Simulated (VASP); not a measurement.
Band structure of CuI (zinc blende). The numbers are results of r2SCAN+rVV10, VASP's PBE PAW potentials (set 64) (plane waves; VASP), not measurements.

Unless said otherwise, spin-orbit coupling is left out, though it shifts the bands of the heavy elements here.

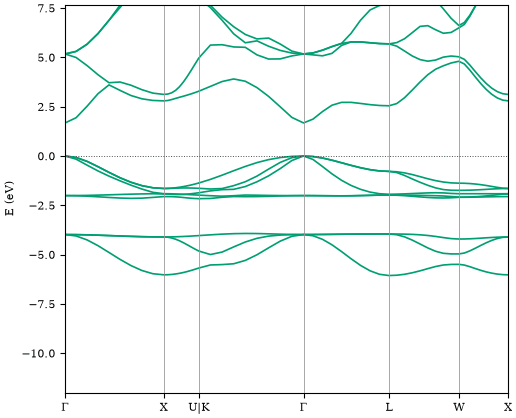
*Bands along high-symmetry lines, zero at the valence-band maximum or, without a gap, the Fermi level*

Question: Read the plot: is there a gap, and where are the band edges?

Answer: The gap is direct, 1.68 eV, from the valence maximum at Γ to the conduction minimum at Γ.

Measured: gap 3.12 eV (computed value off by -1.44 eV), as given by Abedi et al., (2022), arXiv:2211.14644.

The compound is CuI in the zinc blende structure. It was relaxed first.
